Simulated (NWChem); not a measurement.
**AlHBr (SMILES [AlH][Br]): UB3LYP/aug-cc-pVDZ**

What is the vertical ionisation energy of AlHBr at UB3LYP/aug-cc-pVDZ? 

Program for the calculation: NWChem 7.3.0.

### 1 Starting point

The species is AlHBr (3 atoms), meant as a doublet with charge 0. As SMILES, `[AlH][Br]`. The shape is that of a PBE0-D4/def2-TZVP optimisation.

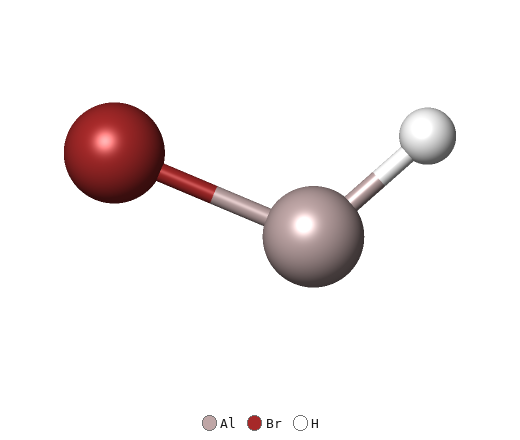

Viewed from a chosen angle; aluminium light grey, bromine red, hydrogen white.

### 2 A single-point energy at UB3LYP/aug-cc-pVDZ

The input, m1.nw:

```
start m1
title "AlBrH energy"
memory stack 880 mb heap 220 mb global 1100 mb
charge 0
geometry units angstroms noautosym nocenter noautoz
 Al    -0.296700    -0.628000    -0.239100
 Br     1.584500     0.008600     0.871100
 H     -1.298900     0.554600    -0.645300
end
basis spherical bse
 Al library aug-cc-pVDZ
 Br library aug-cc-pVDZ
 H library aug-cc-pVDZ
end
dft
 xc b3lyp
 mult 2
 grid huge
 convergence energy 1e-08
 maxiter 100
 mulliken
 print low
end
task dft energy
```

Command:

```console
$ nwchem m1.nw > m1.out
```

The program printed:

```text
[...]
 d= 0,ls=0.0,diis     1  -2817.1894267555 -2.93D+03  9.49D-03  6.13D-02    21.6
[...]
 d= 0,ls=0.0,diis    10  -2817.2233148225 -7.62D-09  6.02D-07  5.21D-10   149.0
[...]
         Total DFT energy =    -2817.223314822498
      One electron energy =    -4150.121360190301
           Coulomb energy =     1327.530774660176
    Exchange-Corr. energy =     -110.356856420017
 Nuclear repulsion energy =      115.724127127645
[...]
      Total Density - Mulliken Population Analysis
     ---------------------------------------------
    Atom       Charge   Shell Charges
 -----------   ------   -------------------------------------------------------
    1 Al  13    12.87   2.00  2.03  0.87  0.48  0.02  6.02  0.85  0.40  0.01  0.19  0.02
    2 Br  35    35.25   2.00  2.00  2.03  1.09  0.81  0.05  6.00  6.01  2.71  2.44  0.09  9.95  0.07  0.01
    3 H    1     0.88   0.71  0.21 -0.05  0.01  0.00
[...]
      <S2> =      0.7530 (Exact =     0.7500)
[...]
```

It took 2.5 min on 1 thread of Intel Xeon Platinum 8488C (Sapphire Rapids), shared host; peak memory 0.16 GiB.

### 3 The singlet cation at the same level

The input, calc.nw:

```
start calc
memory stack 880 mb heap 220 mb global 1100 mb
charge 1

geometry units angstrom noautosym nocenter noautoz
 Al      -0.296700      -0.628000      -0.239100
 Br       1.584500       0.008600       0.871100
 H       -1.298900       0.554600      -0.645300
end

basis spherical bse
 * library aug-cc-pVDZ
end

dft
 xc b3lyp
 mult 1
 grid huge
 convergence energy 1e-08
 iterations 100
 mulliken
 print low
end

task dft
```

Command:

```console
$ nwchem calc.nw > calc.out
```

The program printed:

```text
[...]
 d= 0,ls=0.0,diis     1  -2816.5569223302 -2.93D+03  4.18D-02  3.42D+00    14.5
[...]
 d= 0,ls=0.0,diis    11  -2816.9188667454 -3.90D-09  5.96D-07  1.34D-09   105.7
         Total DFT energy =    -2816.918866745445
      One electron energy =    -4138.285834568819
           Coulomb energy =     1315.708471979268
    Exchange-Corr. energy =     -110.065631283539
 Nuclear repulsion energy =      115.724127127645
[...]
      Total Density - Mulliken Population Analysis
     ---------------------------------------------
    Atom       Charge   Shell Charges
 -----------   ------   -------------------------------------------------------
    1 Al  13    12.33   2.00  2.03  0.89  0.29  0.02  6.02  0.72  0.19  0.00  0.16  0.01
    2 Br  35    34.93   2.00  2.00  2.03  1.12  0.79  0.02  6.00  6.01  2.66  2.25  0.02  9.95  0.07  0.01
    3 H    1     0.74   0.64  0.15 -0.06  0.01 -0.00
[...]
```

It took 1.8 min on 1 thread of Intel Xeon Platinum 8488C (Sapphire Rapids), shared host; peak memory 0.16 GiB.

### 4 What came out

At UB3LYP/aug-cc-pVDZ:

| quantity | value |
| --- | --- |
| doublet AlHBr: total energy | -2817.22331 Eh |
| doublet AlHBr: ⟨S²⟩ | 0.753 |
| singlet cation: total energy | -2816.91887 Eh |
| vertical ionisation energy (to the singlet cation) | 8.284 eV |

**Reading.** The vertical ionisation energy comes to 8.28 eV (799 kJ/mol). Only the singlet of the ionised species was computed; a triplet could lie lower. Mulliken charges (doublet AlHBr) run from -0.25 on Br2 to +0.13 on Al1; in a basis this large or diffuse they mean little. Mulliken charges (singlet cation) run from +0.07 on Br2 to +0.67 on Al1; in a basis this large or diffuse they mean little.
